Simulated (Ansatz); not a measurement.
## Electronic structure of C₃H₇NO₂ in real space

The calculation's input:

```
crystal:
  periodic: [false, false, false]
  atoms:
    - { symbol: "N", position_ang: [-0.7982, 0.8227, 1.1032] }
    - { symbol: C, position_ang: [-0.9412, -0.0993, 0.2465] }
    - { symbol: O, position_ang: [-1.9786, -0.968, 0.2904] }
    - { symbol: C, position_ang: [0.0994, -0.3041, -0.8815] }
    - { symbol: C, position_ang: [1.4604, -0.1806, -0.407] }
    - { symbol: O, position_ang: [1.7709, 1.2079, -0.1295] }
    - { symbol: H, position_ang: [-1.5828, 0.8539, 1.7739] }
    - { symbol: H, position_ang: [-2.5183, -0.7596, 1.0229] }
    - { symbol: H, position_ang: [0.0092, 1.32786, 0.68545] }
    - { symbol: H, position_ang: [-0.1237, -1.3187, -1.262] }
    - { symbol: H, position_ang: [2.1429, -0.5248, -1.137] }
    - { symbol: H, position_ang: [1.6568, -0.742, 0.5411] }
    - { symbol: H, position_ang: [1.0278, 1.5411, 0.4704] }
basis:
  gaussian: { orbitals: def2-SVP }
hamiltonian:
  xc: pbe0
relax:
  f_tol: 0.02
  max_steps: 50
output:
  orbitals: {}
```

Run with:

```sh
ansatz run input.yaml --threads 2 --pin off --max-ram 3072MiB --backend cpu --events-out ev --progress --plain --runs-dir out
```

The fields are those of the relaxed geometry.

Level of theory: RKS PBE0/def2-SVP (Ansatz 0.2.0).

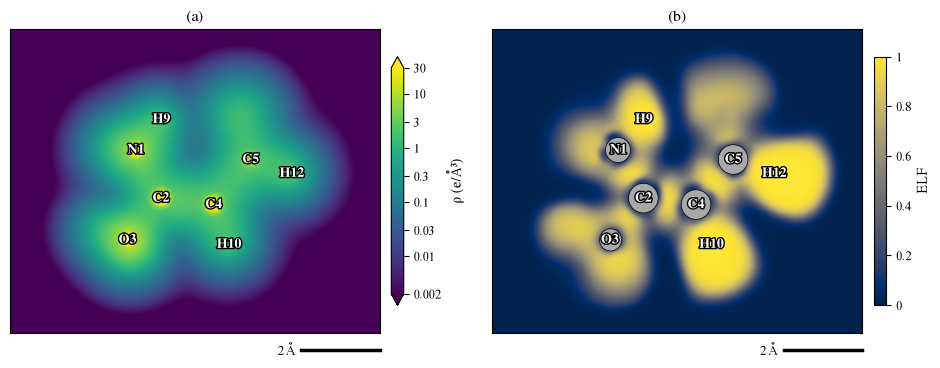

Figure 1. (a) total electron density; (b) ELF on the plane of atoms O3, C2 and C4. Grey discs cover the atomic cores in the ELF map.

What do the fields say about this system?

Answer.
- Atoms in the plane: N, C, O and H.
- C–C (1.35 Å): ρ is about 2.2 e/Å³ halfway; the ELF peaks at about 0.95 between the atoms, as expected for a covalent bond.
- C–O (1.35 Å): ρ is about 2.4 e/Å³ halfway, with its minimum of 2 e/Å³ about 0.5 Å from C; the ELF peaks at about 0.90 between the atoms (a polar covalent bond).
- C–N (1.39 Å): the density is about 2.2 e/Å³ at the midpoint; the ELF peaks at about 0.95 between the atoms; localised, covalent bonding.
- C–C (1.50 Å): ρ is about 1.7 e/Å³ halfway; the ELF peaks at about 0.95 between the atoms, as expected for a covalent bond.
- N–H (1.02 Å): ρ at the midpoint is about 2.8 e/Å³; the ELF climbs to about 1 towards the hydrogen, as it does in any bond to H (an ordinary covalent bond to hydrogen).
- The ELF also peaks beside O3 and O6, away from the bonds: lone-pair regions.

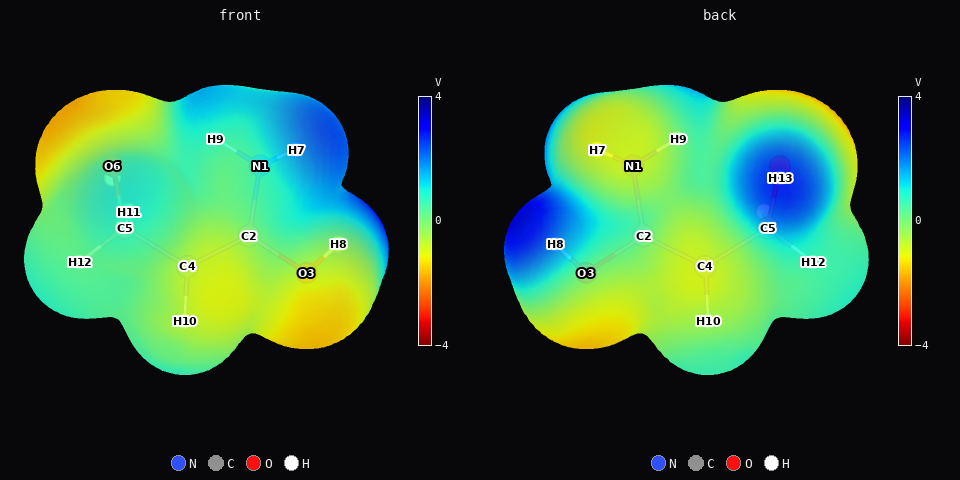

Figure 2. The molecular electrostatic potential painted on the density surface at 0.004 e/bohr³, seen from the front and from behind; the colour scale runs from red (negative) to blue (positive).

Which sites attract a positive test charge, and which a negative one?

Answer. A positive charge is drawn to the negative regions and a negative charge to the positive ones. The most negative region (about −1.8 V) lies over O6, the most positive (about +3.2 V) over H8. O6 is the likeliest acceptor of a hydrogen bond.

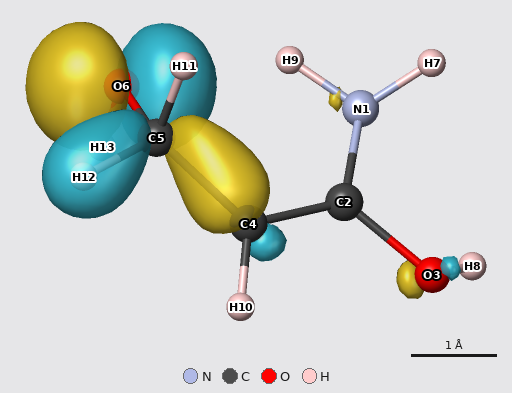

Figure 3. The HOMO−1 at ±0.2 Å⁻³ᐟ² (yellow and cyan are the two phases), seen at a tilt.

Where does this orbital lie, and at what energy?

Answer. Its weight (Hirshfeld) is mainly on O6 (about 60 %), C5 (about 10 %), H12 (about 10 %) and C4 (about 10 %). Its energy is −7.90 eV.

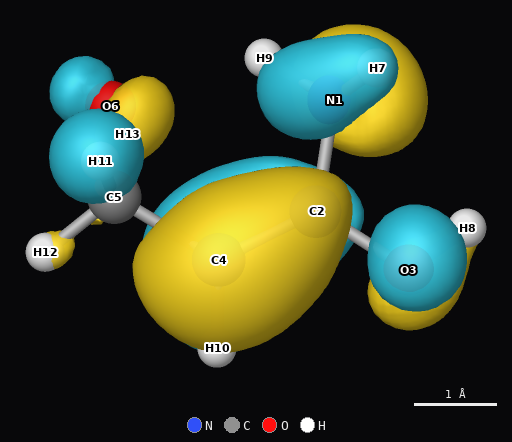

Figure 4. The HOMO at ±0.1 Å⁻³ᐟ² (yellow and cyan are the two phases), seen across its widest extent.

Describe this orbital and give its energy.

Answer. It lies mainly on C4 (about 40 %), C2 (about 20 %), N1 (about 15 %) and O3 (about 10 %). Its energy is −5.77 eV.
